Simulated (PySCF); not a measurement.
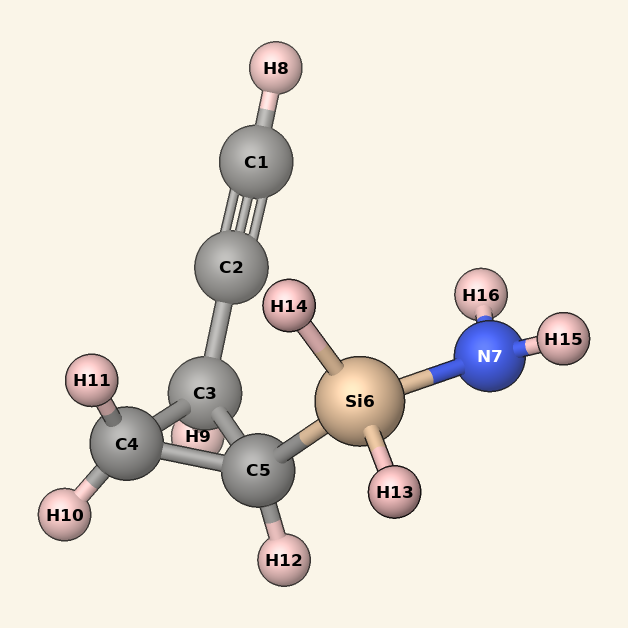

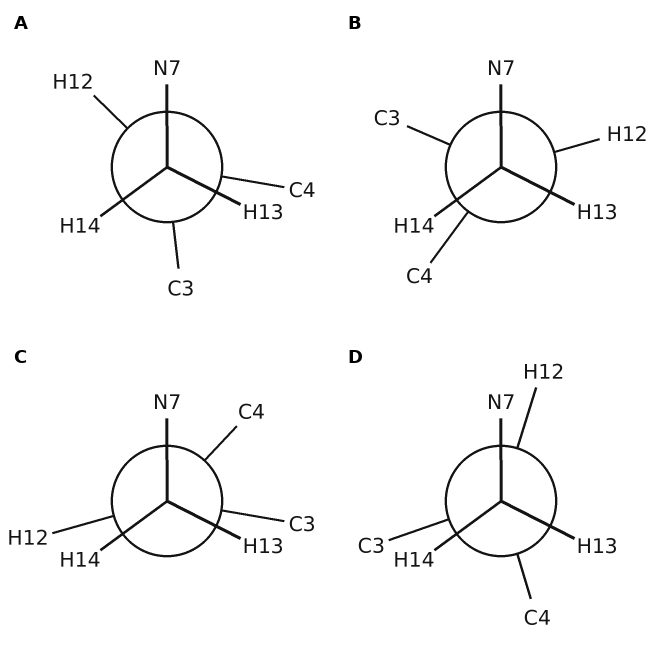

Atoms fade into the background with distance from the viewer. Bonds that would overlap in a projection are set slightly apart. The computed structure is the end point of a PBE0-D3(BJ)/def2-SVP optimisation. No frequency run is at hand to confirm it as a minimum.

Q: Which Newman projection shows the view along Si6–C5, with Si6 in front?

A: B. The torsion angle N7–Si6–C5–C3 is −66°, synclinal (gauche).
